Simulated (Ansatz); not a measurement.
Si$_{5}$C$_{19}$

Input

```
crystal:
  lattice:
    - [-3.960161, -3.938972, -0.016639]
    - [-0.029436, 3.985055, 4.023678]
    - [-3.967281, 3.929465, -3.938658]
  atoms:
    - { symbol: C, position: [0.523461014, 0.0263860165, 0.9900653329] }
    - { symbol: C, position: [0.0174479858, 0.0390658775, 0.9935838005] }
    - { symbol: C, position: [0.8375218894, 0.1700664802, 0.6841976401] }
    - { symbol: C, position: [0.3424902496, 0.1922216802, 0.6738256445] }
    - { symbol: C, position: [0.6868371719, 0.316464885, 0.3320089279] }
    - { symbol: C, position: [0.1409353338, 0.3228853936, 0.3489861985] }
    - { symbol: C, position: [0.467783861, 0.4782105642, 0.9885598407] }
    - { symbol: C, position: [0.0080754457, 0.4749291673, 0.0057889626] }
    - { symbol: C, position: [0.8021496892, 0.6448133102, 0.6538838034] }
    - { symbol: C, position: [0.3380224982, 0.6472434638, 0.6901713834] }
    - { symbol: C, position: [0.3375741587, 0.1860681255, 0.9042900927] }
    - { symbol: C, position: [0.8440232749, 0.1774866701, 0.9110842457] }
    - { symbol: C, position: [0.664117323, 0.3293399459, 0.5842938341] }
    - { symbol: C, position: [0.1603026451, 0.3275252238, 0.5931314208] }
    - { symbol: C, position: [0.9908928163, 0.4627785647, 0.2461208166] }
    - { symbol: C, position: [0.3245061422, 0.6384514024, 0.9190827852] }
    - { symbol: C, position: [0.6580299852, 0.8300891015, 0.6140041504] }
    - { symbol: C, position: [0.52696603, 0.0356730334, 0.2141845756] }
    - { symbol: C, position: [0.023113887, 0.0430937695, 0.2278664408] }
    - { symbol: Si, position: [0.6863470292, 0.8726065107, 0.3407522596] }
    - { symbol: Si, position: [0.1753990186, 0.835732164, 0.2931441735] }
    - { symbol: Si, position: [0.4837475793, 0.4655342766, 0.2511290477] }
    - { symbol: Si, position: [0.8315013188, 0.6656767856, 0.9210176013] }
    - { symbol: Si, position: [0.1713653552, 0.833921581, 0.6031324068] }
basis:
  ecutwfc: 420
kpoints:
  mp_grid: { grid: [7, 7, 5] }
hamiltonian:
  xc: pbe
scf:
  occupations: { method: gaussian, width: 0.02 }
  n_extra_bands: 12
output:
  forces: true
  stress: true
  eigenvalues: true
  populations: true
  dos:
    method: { smearing: { sigma: 0.1, scheme: gaussian } }
    projected: true
    de: 0.02
  write_density: true
  write_potential: true
  elf: true
  volumetric_format: npy
```

Run with:

```sh
ansatz run input.yaml --threads 4 --pin off --max-ram 9216MiB --backend cpu --events-out ev --progress --plain --runs-dir out
```

Below, planes, directions and counts refer to the conventional cell (a = 5.59 Å, b = 5.65 Å, c = 6.83 Å, α = 89.66°, β = 89.55°, γ = 60.50°).

Space group P1; a generated structure, not necessarily the stable one.

The calculation used DFT PBE, scalar-relativistic, plane waves, PAW in Ansatz 0.2.0.

Q: What will maps of the valence pseudo-density and electron localisation function show?

A: C–C (1.53 Å): the density is about 1.6 e/Å³ at the midpoint; the ELF peaks at about 0.90 between the atoms: a covalent bond.
Si–C (1.79 Å): ρ at the midpoint is about 1.1 e/Å³; the ELF peaks at about 0.95 between the atoms; a covalent bond.
Si–Si (2.12 Å): ρ at the midpoint is about 0.86 e/Å³; the ELF peaks at about 1 between the atoms (a covalent bond).
C–C (1.55 Å): the density is about 1.6 e/Å³ at the midpoint; the ELF peaks at about 0.95 between the atoms: a covalent bond.

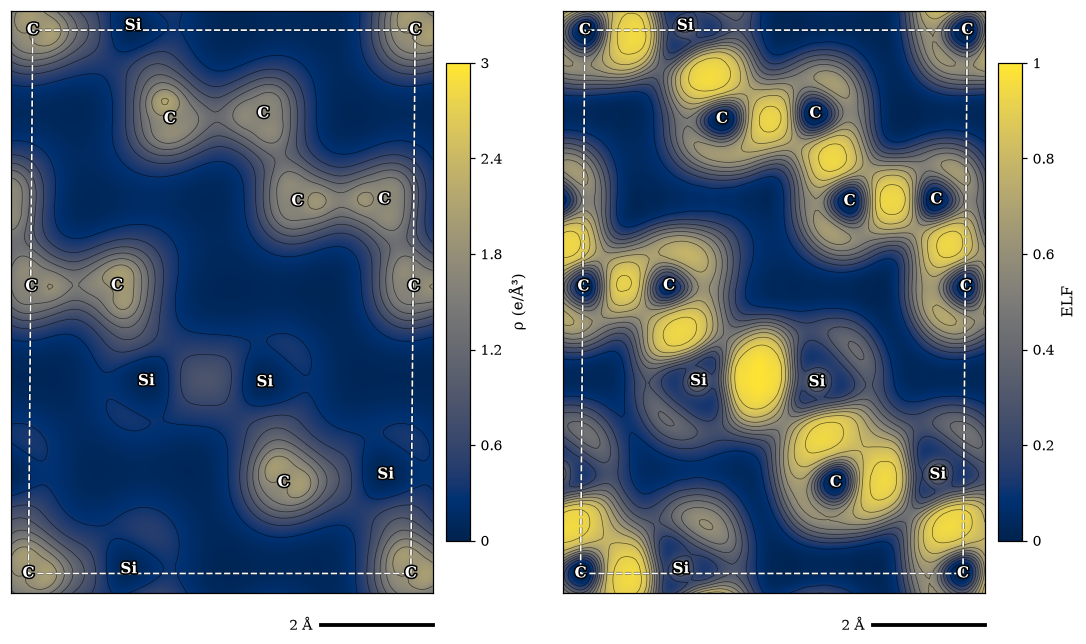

Computed valence pseudo-density and electron localisation function on the (11̄0) plane of the conventional cell, in this order. 

Core electrons are frozen (PAW), and the valence fields are smoothed inside the atomic spheres.
